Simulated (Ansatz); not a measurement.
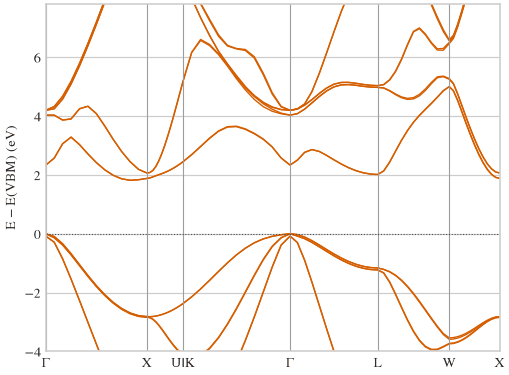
Fig. 1. Band structure from DFT-r²SCAN with spin–orbit coupling in the program Ansatz with PAW potentials

**Question.** Read off the gap and where the band edges lie.

**Answer.** About 1.8 eV (1.82 eV by a search for the band edges); maximum at Γ, minimum on the Γ–X line, 85 % of the way from Γ.

The material is GaP (zinc blende, space group No. 216).

Space group F-43m (zinc blende). Symmetry was held in the r²SCAN relaxation; phonons on a q-mesh show no instability.

Potentials: the later of the program's two PAW sets.
